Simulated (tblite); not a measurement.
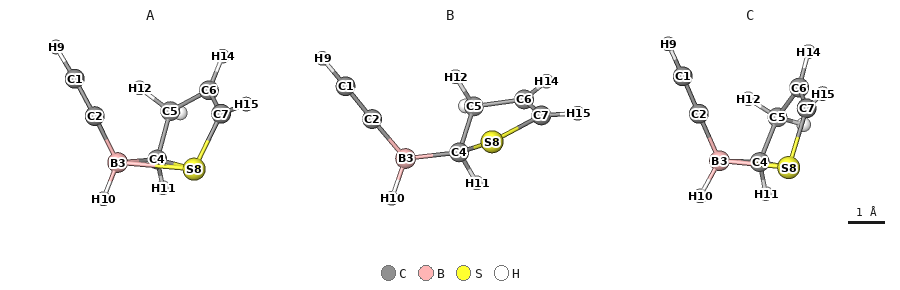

3 geometries from one relaxation of C₆H₇BS, in shuffled order. Style: ball-and-stick. Shown face on.

These are results of tblite, GFN2-xTB geometry optimisation, gas phase, not measurements. 

### Put them in the order of the run, from the start to the converged end.

B, A, C. They are steps 0, 58, 104, at +18.2 kcal/mol, +4.63 kcal/mol relative to the last. The energy falls by 18.2 kcal/mol in 104 geometry steps. An H atom moves most after the best rigid fit: 1.87 Å. By element the largest moves are H 1.87 Å, C 1.15 Å, S 0.89 Å, B 0.49 Å. Near-neighbour distances that change, for instance: B–S 2.851 → 2.061 Å, C–S 1.819 → 1.766 Å, C–C 1.460 → 1.496 Å, C–C 1.238 → 1.203 Å. Bond angles that change, for instance: B–C–S 113.2° → 73.4°, C–C–S 95.2° → 107.8°, S–C–H 126.9° → 117.4°. Groups turn about C–S by about 60°, C–C by about 45°, C–S by about 35°.
